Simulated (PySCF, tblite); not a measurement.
**C5H5Cl2O radical: geometry, infrared bands and EPR parameters**

Wanted: the infrared bands and EPR parameters of C5H5Cl2O radical (`C=C=CC(Cl)(Cl)C[O]`), by calculation.

Programs: tblite 0.8.0 and PySCF 2.14.0, with density-fitted response routines of our own. Each step states its level of theory. These are calculated values for one molecule in the gas phase, unless marked as measured. Atoms count from 0, in the outputs and in this text.

## (1) The molecule as given

13 atoms, charge 0, multiplicity 2; geometry from: force field or distance geometry start.

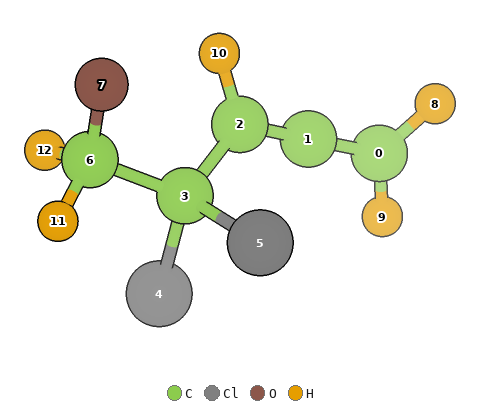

The starting geometry (carbon green, chlorine grey, oxygen brown, hydrogen amber), atoms numbered; sticks join atoms by distance.

## (2) Relaxing the molecule with GFN2-xTB

The job: settings as JSON, then the geometry in Å.

```
{"job": {"kind": "relax", "xc": "GFN2-xTB", "basis": "xTB"}, "charge": 0, "multiplicity": 2}
C      2.760000    -0.692500    -0.642400
C      1.636300    -0.154100    -0.239600
C      0.532400     0.367000     0.187000
C     -0.868400    -0.231000     0.125900
Cl    -1.118100    -0.952700    -1.531600
Cl    -0.939800    -1.649400     1.275300
C     -2.050200     0.792800     0.390500
O     -1.921600     1.416800     1.572600
H      3.680300    -0.520200    -0.103100
H      2.753300    -1.337000    -1.506300
H      0.573600     1.317400     0.709000
H     -2.978100     0.204400     0.234200
H     -2.064000     1.439000    -0.489500
```

Command:

```sh
> OMP_NUM_THREADS=1 python probes_run.py task.json out
```

One launch serves the whole session: the jobs run in the order shown.

Output:

```text
step      E/eV     max force
  0    -713.30106    1.859
  1    -713.41961    2.134
  2    -713.51472    1.543
  3    -713.62079    0.935
  4    -713.76728    1.187
  5    -713.87306    1.463
  6    -714.01971    1.649
  7    -714.12088    1.222
  8    -714.20260    0.641
  9    -714.23698    0.588
 10    -714.26740    0.437
 11    -714.28420    0.347
 12    -714.29666    0.295
 13    -714.30732    0.329
 14    -714.31931    0.394
 15    -714.33197    0.377
 16    -714.34164    0.222
 17    -714.34776    0.231
 18    -714.35386    0.192
 19    -714.35912    0.180
 20    -714.36399    0.193
 21    -714.36809    0.158
 22    -714.37179    0.187
 23    -714.37493    0.154
 24    -714.37765    0.167
 25    -714.38005    0.163
 26    -714.38226    0.136
 27    -714.38416    0.117
 28    -714.38585    0.138
 29    -714.38720    0.123
 30    -714.38848    0.112
 31    -714.38974    0.110
 32    -714.39110    0.154
 33    -714.39232    0.138
 34    -714.39315    0.066
 35    -714.39371    0.070
 36    -714.39433    0.087
 37    -714.39526    0.142
 38    -714.39675    0.173
 39    -714.39873    0.156
 40    -714.40060    0.114
 41    -714.40199    0.089
 42    -714.40299    0.097
 43    -714.40419    0.124
 44    -714.40581    0.146
 45    -714.40769    0.164
 46    -714.40987    0.165
 47    -714.41176    0.134
 48    -714.41332    0.089
 49    -714.41440    0.086
 50    -714.41572    0.100
 51    -714.41653    0.067
 52    -714.41693    0.045
 53    -714.41713    0.041
 54    -714.41734    0.058
 55    -714.41757    0.051
 56    -714.41780    0.043
 57    -714.41795    0.030
 58    -714.41805    0.026
 59    -714.41815    0.026
 60    -714.41825    0.024
 61    -714.41831    0.018
 62    -714.41836    0.019
 63    -714.41841    0.024
 64    -714.41849    0.030
 65    -714.41859    0.027
 66    -714.41867    0.029
 67    -714.41873    0.027
 68    -714.41879    0.024
 69    -714.41890    0.039
 70    -714.41910    0.049
 71    -714.41936    0.049
 72    -714.41961    0.044
 73    -714.41979    0.044
 74    -714.42000    0.044
 75    -714.42038    0.055
 76    -714.42100    0.079
 77    -714.42167    0.072
 78    -714.42208    0.039
 79    -714.42228    0.034
 80    -714.42245    0.038
 81    -714.42271    0.042
 82    -714.42312    0.047
 83    -714.42353    0.048
 84    -714.42384    0.050
 85    -714.42412    0.050
 86    -714.42459    0.061
 87    -714.42539    0.080
 88    -714.42666    0.116
 89    -714.42782    0.097
 90    -714.42839    0.079
 91    -714.42936    0.066
 92    -714.42971    0.063
 93    -714.43011    0.044
 94    -714.43044    0.048
 95    -714.43090    0.058
 96    -714.43215    0.079
 97    -714.43338    0.095
 98    -714.43625    0.146
 99    -714.43782    0.239
100    -714.44087    0.343
101    -714.44385    0.178
102    -714.44430    0.213
103    -714.44460    0.158
104    -714.44563    0.175
105    -714.44597    0.119
106    -714.44634    0.046
107    -714.44655    0.074
108    -714.44685    0.067
109    -714.44705    0.059
110    -714.44715    0.032
111    -714.44725    0.034
112    -714.44733    0.046
113    -714.44737    0.022
114    -714.44741    0.015
115    -714.44745    0.016
116    -714.44748    0.014
117    -714.44751    0.017
118    -714.44754    0.018
119    -714.44758    0.018
120    -714.44763    0.017
121    -714.44768    0.019
122    -714.44774    0.024
123    -714.44781    0.023
124    -714.44788    0.020
125    -714.44793    0.014
126    -714.44796    0.012
127    -714.44798    0.009
```

Run time: 1.1 s. Hardware: 1 thread of Arm Neoverse V1, shared host.

Along the way: (not every step is listed)

```tsv
step	energy from step 0 (eV)	largest force (eV/Å)
0	0.0000	1.8594
1	-0.1186	2.1336
2	-0.2137	1.5434
3	-0.3197	0.9347
4	-0.4662	1.1874
5	-0.5720	1.4631
6	-0.7187	1.6489
7	-0.8198	1.2218
8	-0.9015	0.6411
19	-1.0581	0.1804
30	-1.0874	0.1117
41	-1.1009	0.0888
52	-1.1159	0.0454
63	-1.1173	0.0241
74	-1.1189	0.0437
85	-1.1231	0.0497
96	-1.1311	0.0794
107	-1.1455	0.0742
118	-1.1465	0.0181
122	-1.1467	0.0242
123	-1.1467	0.0235
124	-1.1468	0.0200
125	-1.1469	0.0144
126	-1.1469	0.0117
127	-1.1469	0.0087
```

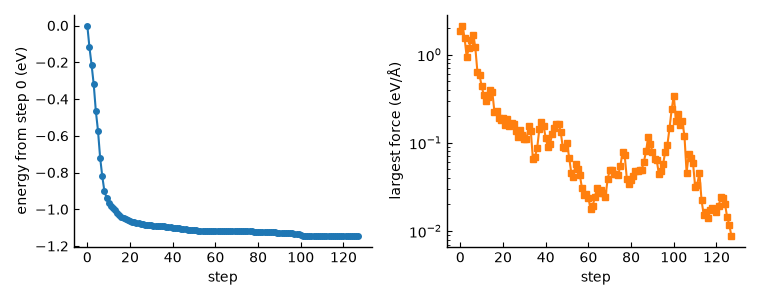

Energy and force, step by step.

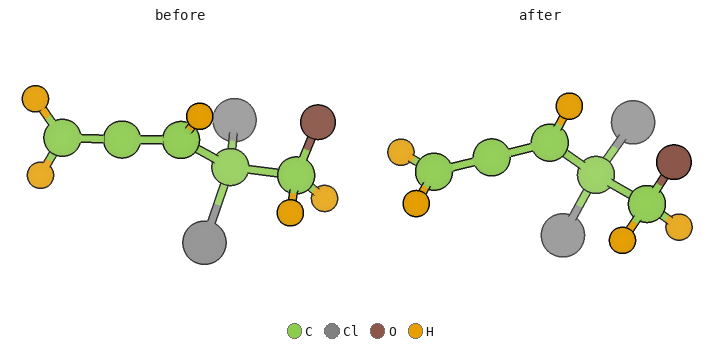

Before and after, at one scale.

Distances of close pairs at the start and the end, largest changes first:

```tsv
bond	before (Å)	after (Å)	change (Å)
C3–Cl4	1.825	1.767	-0.058
C3–Cl5	1.827	1.773	-0.054
C6–O7	1.343	1.294	-0.049
C2–C3	1.524	1.485	-0.039
C3–C6	1.586	1.614	+0.028
C6–H12	1.092	1.113	+0.021
C0–C1	1.310	1.290	-0.019
C1–C2	1.293	1.302	+0.009
```

The next job starts from the end point, and lists it.

## (3) Vibrational analysis with GFN2-xTB

The job: settings as JSON, then the geometry in Å.

```
{"job": {"kind": "ir", "xc": "GFN2-xTB", "basis": "xTB"}, "charge": 0, "multiplicity": 2}
C      2.553258    -0.454866    -0.901086
C      1.538263    -0.157025    -0.162130
C      0.514723     0.126474     0.590676
C     -0.850294    -0.425977     0.395154
Cl    -0.929369    -1.545218    -0.969249
Cl    -1.412783    -1.243401     1.864063
C     -1.832028     0.817723     0.089109
O     -1.843081     1.674584     1.058847
H      3.184787    -1.301581    -0.685341
H      2.819867     0.136325    -1.762256
H      0.578289     0.833785     1.408123
H     -2.815705     0.318698    -0.047047
H     -1.510314     1.220965    -0.896592
```

Output:

```text
mode    cm-1     km/mol
  1      34.5      0.37
  2      91.1      6.02
  3     116.9      6.72
  4     167.7      2.11
  5     218.7      1.95
  6     248.2      3.23
  7     280.3      3.32
  8     296.4     11.14
  9     309.2      4.95
 10     369.5     10.12
 11     477.6      7.20
 12     501.5    101.12
 13     589.7     55.00
 14     645.8    177.97
 15     714.0     17.75
 16     779.7      7.04
 17     819.5     38.68
 18     857.5     53.39
 19     934.7      0.71
 20     983.9     49.02
 21    1104.9     99.22
 22    1147.8     52.63
 23    1169.5     33.43
 24    1269.7     43.37
 25    1280.7     52.33
 26    1388.0     13.59
 27    1409.3      1.52
 28    2036.1    286.46
 29    2672.7     25.72
 30    2733.4     27.91
 31    3041.0      3.64
 32    3079.5      1.68
 33    3088.4      0.13
```

Run time: 0.51 s. Hardware: 1 thread of Arm Neoverse V1, shared host.

The strongest bands and the atoms that carry them (share of the mass-weighted mode):

```tsv
cm⁻¹	km/mol	atoms
502	101.1	C6 61 %
590	55.0	C2 29 %, C3 19 %, Cl4 14 %, C1 11 %
646	178.0	C3 41 %, C2 18 %, H9 11 %
858	53.4	H9 40 %, H8 34 %, C0 20 %
1105	99.2	H10 34 %, H11 29 %
1148	52.6	H10 40 %, C3 22 %, H11 22 %
1281	52.3	C2 22 %, H8 19 %, H9 18 %, C6 15 %
2036	286.5	C1 68 %, C0 16 %, C2 14 %
```

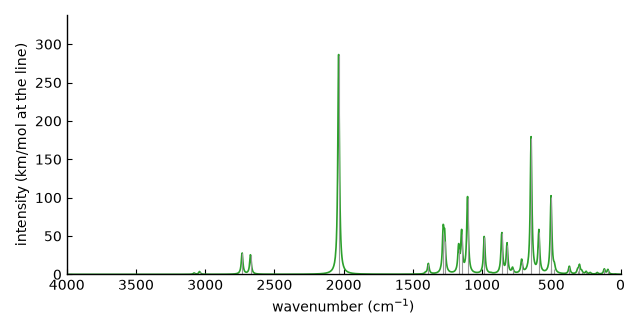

The infrared spectrum from these modes, unscaled. Lines are broadened to a width of 14 cm⁻¹ (Lorentzian).

## (4) EPR parameters: B3LYP/pcH-1

Settings changed since step 3:

```diff
@@ -1,2 +1,2 @@
-{"job": {"kind": "ir", "xc": "GFN2-xTB", "basis": "xTB"}, "charge": 0, "multiplicity": 2}
+{"job": {"kind": "epr", "basis": "pcH-1"}, "charge": 0, "multiplicity": 2}
 C      2.553258    -0.454866    -0.901086
```

Method: UKS B3LYP, pcH-1 on C Cl H O, non-relativistic, mean-field spin-orbit, GIAO.

Output:

```text
UKS, coarse grid
  cycle   1  E = -1188.74061476  |g| = 7.59e-01
  cycle   2  E = -1183.38017719  |g| = 2.56e+00
  cycle   3  E = -1188.77556004  |g| = 5.56e-01
  cycle   4  E = -1188.94636590  |g| = 4.04e-01
  cycle   5  E = -1189.01448639  |g| = 1.89e-01
  cycle   6  E = -1189.02431584  |g| = 1.37e-01
  cycle   7  E = -1189.03231360  |g| = 6.49e-02
  cycle   8  E = -1189.03475021  |g| = 2.08e-02
  cycle   9  E = -1189.03508884  |g| = 9.04e-03
  cycle  10  E = -1189.03524813  |g| = 6.04e-03
  cycle  11  E = -1189.03543212  |g| = 5.76e-03
  cycle  12  E = -1189.03561516  |g| = 5.01e-03
  cycle  13  E = -1189.03613658  |g| = 4.46e-03
  cycle  14  E = -1189.03655519  |g| = 4.37e-03
  cycle  15  E = -1189.03655588  |g| = 3.75e-03
  cycle  16  E = -1189.03677882  |g| = 4.05e-03
  cycle  17  E = -1189.03728010  |g| = 7.26e-03
  cycle  18  E = -1189.03728301  |g| = 2.91e-03
  cycle  19  E = -1189.03739730  |g| = 5.82e-03
  cycle  20  E = -1189.03740682  |g| = 2.26e-03
  cycle  21  E = -1189.03744173  |g| = 1.23e-03
  cycle  22  E = -1189.03744854  |g| = 8.17e-04
UKS, final grid
  cycle   1  E = -1189.03742937  |g| = 6.86e-04
  cycle   2  E = -1189.03742890  |g| = 1.25e-03
  cycle   3  E = -1189.03742968  |g| = 1.66e-04
  cycle   4  E = -1189.03742972  |g| = 9.40e-05
  cycle   5  E = -1189.03742977  |g| = 7.79e-05
  cycle   6  E = -1189.03742982  |g| = 7.18e-05
  cycle   7  E = -1189.03742992  |g| = 6.22e-05
  cycle   8  E = -1189.03743005  |g| = 4.45e-05
  cycle   9  E = -1189.03743011  |g| = 3.04e-05
  cycle  10  E = -1189.03743013  |g| = 2.21e-05
  cycle  11  E = -1189.03743014  |g| = 1.11e-05
E = -1189.03743014 Eh   <S^2> = 0.7539 (exact 0.7500)
g shifts (ppm)      1          2          3
  rmc          -275       -275       -275
  gc             -9         38         43
  oz_so         500       5485      47738
  total         216       5248      47507
hyperfine (MHz)  atom isotope    a_iso     a_fc   dipolar eigenvalues
    0   13C       0.56       0.56     -0.82     -0.42      1.24
    1   13C      -0.90      -0.90     -0.99      0.03      0.97
    2   13C      -1.21      -1.21     -1.44      0.08      1.36
    3   13C      -4.11      -4.11     -2.56     -1.71      4.27
    4  35Cl      -0.08      -0.08     -1.13     -0.71      1.84
    5  35Cl      -0.19      -0.19     -0.93     -0.60      1.54
    6   13C     -49.34     -49.34     -8.04      2.67      5.37
    7   17O     -49.14     -49.14   -256.30    126.96    129.34
    8    1H      -0.19      -0.19     -0.55     -0.33      0.88
    9    1H      -0.30      -0.30     -0.49     -0.31      0.79
   10    1H       2.52       2.52     -4.49     -3.25      7.74
   11    1H     315.81     315.81     -8.21     -4.72     12.93
   12    1H     152.28     152.28     -8.18     -4.14     12.32
```

Wall time 97 s (1 thread of Arm Neoverse V1, shared host); peak memory 1.1 GiB.

Principal g values 2.00254, 2.00757, 2.04983; g(iso) = 2.01998, against 2.00232 for a free electron. They are not to be trusted: the run shows a large g shift, which the driver flags as unsure.

Mean a(iso) over the nuclei that a row names, and the largest dipolar term of the row (other rows stand at the frozen geometry):

```tsv
nuclei	isotope	a(iso) (MHz)	a(iso) (G, at g = 2.0023)	largest dipolar term (MHz)
H11, H12	1H	234.0	83.5	12.9
C6	13C	-49.3	-17.6	-8.0
O7	17O	-49.1	-17.5	-256.3
C3	13C	-4.1	-1.5	4.3
H10	1H	2.5	0.9	7.7
C2	13C	-1.2	-0.4	-1.4
C1	13C	-0.9	-0.3	-1.0
C0	13C	0.6	0.2	1.2
H8, H9	1H	-0.2	-0.1	0.9
Cl4, Cl5	35Cl	-0.1	0.0	1.8
```

Mulliken spin populations:

C0 0.01; C1 0.00; C2 0.01; C3 0.02; Cl4 0.00; Cl5 0.00; C6 -0.08; O7 0.85; H8 0.00; H9 0.00; H10 0.00; H11 0.14; H12 0.06

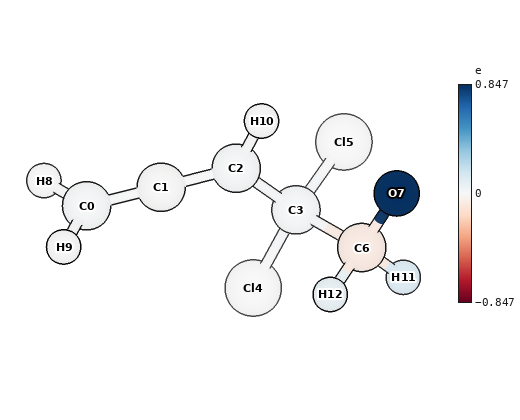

Mulliken spin populations, as colours on the atoms.

The fields below are evaluated on a grid from the run's orbitals.

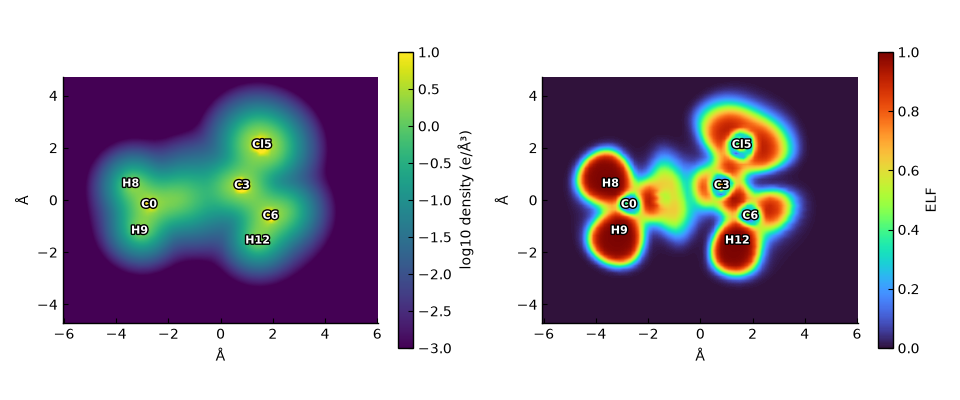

Density (left) and ELF (right) in a plane through or near 7 of the atoms.

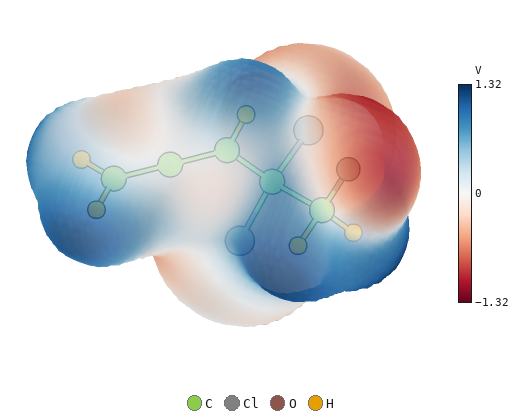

The potential that a unit positive charge feels on the 0.002 e/bohr³ surface, from -0.99 V near O7 to 1.32 V near H11.

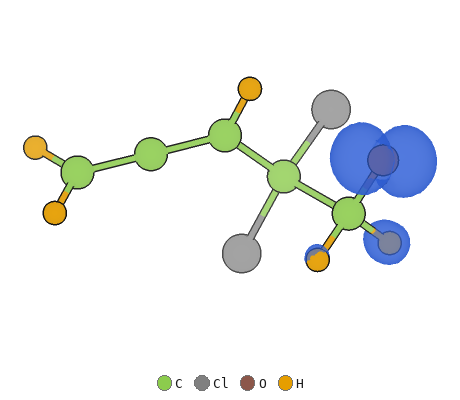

Spin density at ±0.1 e/Å³ (alpha excess blue, beta excess red).

## (5) Summary of results

| quantity | value |
| --- | --- |
| strongest single infrared mode (GFN2-xTB) | 2036 cm⁻¹, 286 km/mol |
| zero-point energy (GFN2-xTB) | 49.8 kcal/mol |
| g(iso) (B3LYP) | 2.01998 |
| ⟨S²⟩ | 0.754 (exact 0.75) |
| largest a(iso) (averaged by class) | 1H on H11, H12, 234.0 MHz |
| surface potential, least and greatest | -0.99 V and 1.32 V |
| property runs in this session | 1, of which 0 failed and 1 gave unsound results |

In words: The optimisation took 127 steps and gained 1.147 eV; among the close pairs (by a distance rule), C3–Cl4 changed most, from 1.825 to 1.767 Å. No mode is imaginary among the 33: a minimum at this level. The strongest single mode, at 2036 cm⁻¹, moves mainly C1. GFN2-xTB is a fitted tight-binding method: band positions and strengths are rough. Its intensities can rank the bands wrongly. O7 carries the largest spin population, 0.85 e. The isotropic g lies 17.7 ppt above the free-electron value. These values are not to be trusted: the run shows a large g shift, which the driver flags as unsure.
